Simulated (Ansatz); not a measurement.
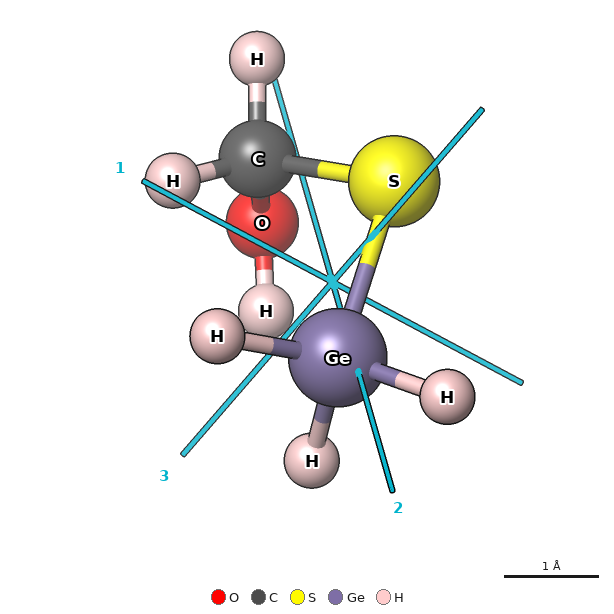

The three principal axes of inertia are drawn and numbered. Distant atoms are faded towards the background colour. Computed geometry: PBE0-D4/def2-TZVP optimisation. No frequency run is at hand to confirm it as a minimum. Masses are those of the most abundant isotopes; constants are for the rigid equilibrium geometry.

Which line is the a axis (least moment of inertia), which b and which c?

Answer. a is line 2, b is line 3, c is line 1; the moments are 74.1, 284, 332 u Å².

Classify the rotor and give the rotational constants (cm⁻¹).

Answer. An asymmetric top (C1): A = 0.228, B = 0.0594, C = 0.0508 cm⁻¹. Ray's parameter κ is −0.90, close to the prolate limit.
